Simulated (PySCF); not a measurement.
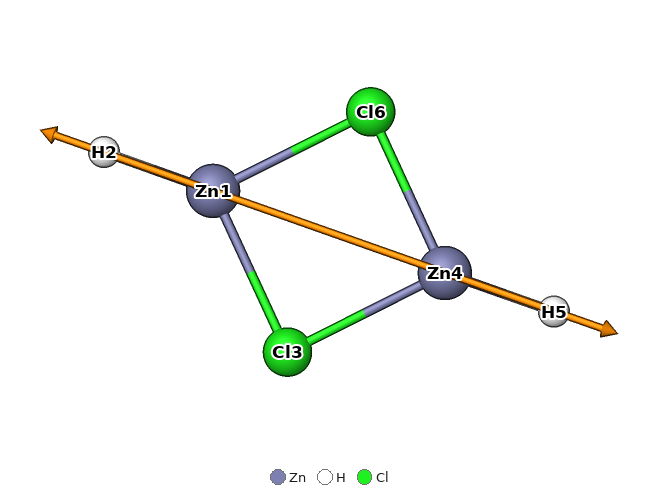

The double arrow shows the direction of the transition dipole to excited singlet state 3 (its length means nothing). The computed structure is the end point of a PBE0-D3(BJ)/def2-SVP optimisation. No frequency run is at hand to confirm it as a minimum. Level of theory: TDDFT B3LYP/def2-SVPD, vertical, gas phase, core orbitals frozen in the response (PySCF 2.14.0).

### How is the transition polarised?

In the molecular plane, across the long direction Cl3···Cl6.

### Where does the transition lie, and how strong is it?

6.71 eV (185 nm), oscillator strength 0.31, mainly HOMO → LUMO (weight 0.96); transition dipole 3.51 D.
